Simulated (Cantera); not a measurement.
A closed system holds: 1 mol H2S, 0.08 mol H2, 0.14 mol O2, at 0.850 bar.

Cantera equilibrium calculation (NASA polynomials, part measured and part estimated; ideal gas, pure solids and liquids). Candidate condensed phases: H2O, H2SO4, S; 19 gas species. Gases not in the tables: S3 to S7. Equilibrium is a limit: real reactors are often held back by kinetics, nucleation or transport.

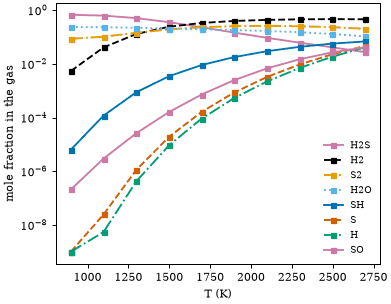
Fig. 1. Equilibrium gas composition (values under 1e-9 drawn at 1e-9)

Q: Read off the mole fractions at 2298 K.

A: H2 about 0.45, S2 about 0.25, H2O about 0.15, H2S about 0.061, SH about 0.043, SO about 0.015, S about 0.0095, H about 0.0070.
